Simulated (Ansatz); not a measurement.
## Electronic structure of BFGa₂H (charge +1) in real space

Input file:

```
crystal:
  periodic: [false, false, false]
  atoms:
    - {symbol: B, position_ang: [-0.566537, 0.928741, 1.115663]}
    - {symbol: F, position_ang: [-1.312613, 1.331729, 2.111088]}
    - {symbol: Ga, position_ang: [1.033140, 2.336788, 0.426495]}
    - {symbol: Ga, position_ang: [3.232969, 4.271219, -0.524655]}
    - {symbol: H, position_ang: [-0.754481, -0.153178, 0.612067]}
basis:
  gaussian: {orbitals: def2-TZVPD}
output: {forces: true, orbitals: {seedname: orbitals}}
total_charge: 1
hamiltonian: {xc: {name: PBE0}}
```

Command:

```sh
ansatz run input.yaml --threads 2 --pin off --max-ram 4350MiB --events-out events.jsonl --progress --plain --runs-dir runs
```

Geometry: B3LYP-D3(BJ)/def2-SVP.

Computed with isolated molecule in a Gaussian basis; Kohn-Sham density functional theory, functional PBE0 in Ansatz.

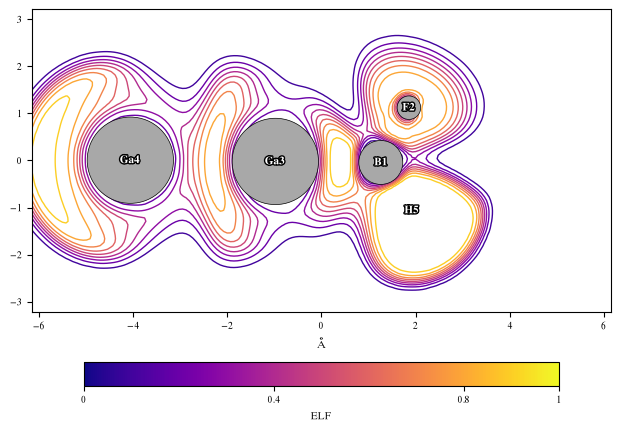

Figure 1. ELF on the molecular plane. Grey discs cover the atomic cores.

Question: Describe what can be read from this map.

Answer:
- The section cuts through B, F, Ga and H sites.
- B–F (1.31 Å): the ELF peaks at about 0.85 between the atoms: a shared but strongly polarised pair.
- Ga–B (2.24 Å): the ELF peaks at about 1 in the valence shell of B, 0.8 Å from its nucleus, and is about 0.85 at the midpoint.
- B–H (1.21 Å): the ELF climbs to about 1 towards the hydrogen, as it does in any bond to H: an ordinary covalent bond to hydrogen.
- The ELF also peaks beside F2, away from the bonds: lone-pair regions.

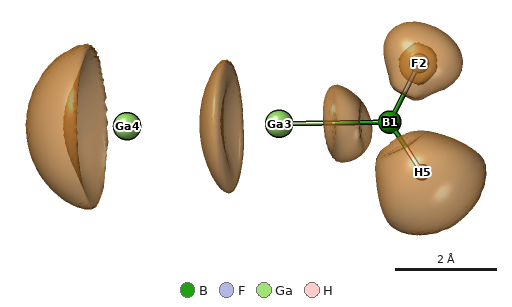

Figure 2. Isosurface of the electron localisation function at 0.75 (orange), seen at a tilt. Core shells and regions of very low density are left out.

Question: Where are the electrons localised?

Answer: The ELF exceeds this value in one region between bonded B–Ga atoms (shared pairs), one region around a hydrogen nucleus, one region on F in which the atom's valence shell and bonds are merged, one lobe on Ga, pointing away from the bonds (lone pairs) and one region wrapped around Ga (its valence shell).

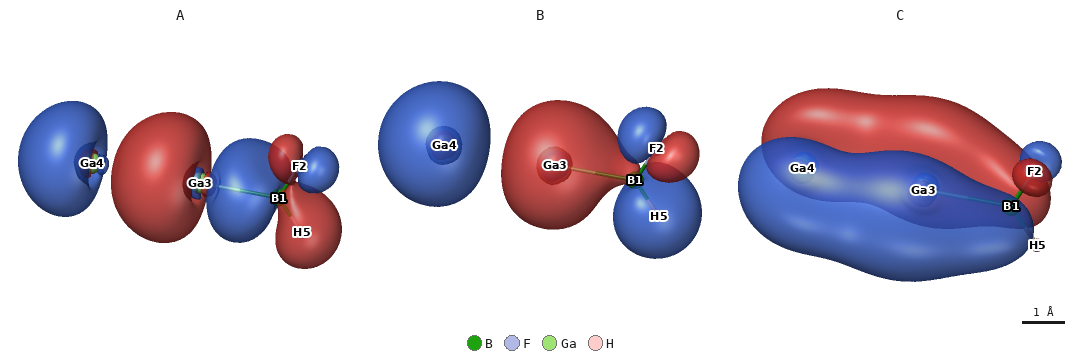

Figure 3. Three frontier orbitals at ±0.06 Å⁻³ᐟ² (red and blue are the two phases), in no order.

Question: Which picture is the HOMO−1, the HOMO and the LUMO?

Answer: B is the HOMO−1 (−13.83 eV). By Hirshfeld shares it lies mainly on Ga3 (about 35 %), Ga4 (about 25 %), B1 (about 15 %), H5 (about 15 %) and F2 (about 10 %); it is symmetric in the molecular plane (an in-plane orbital: σ, lone-pair or in-plane π type). A is the HOMO (−10.33 eV). Its weight (Hirshfeld) is mainly on Ga3 (about 40 %), Ga4 (about 25 %), B1 (about 20 %), F2 (about 5 %) and H5 (about 5 %); it is symmetric in the molecular plane (an in-plane orbital: σ, lone-pair or in-plane π type). C is the LUMO (−7.33 eV). It lies mainly on Ga3 (about 55 %), Ga4 (about 30 %) and B1 (about 10 %); it changes sign across the molecular plane (π type).

Question: What is the HOMO–LUMO gap?

Answer: 3.00 eV between the orbital energies.
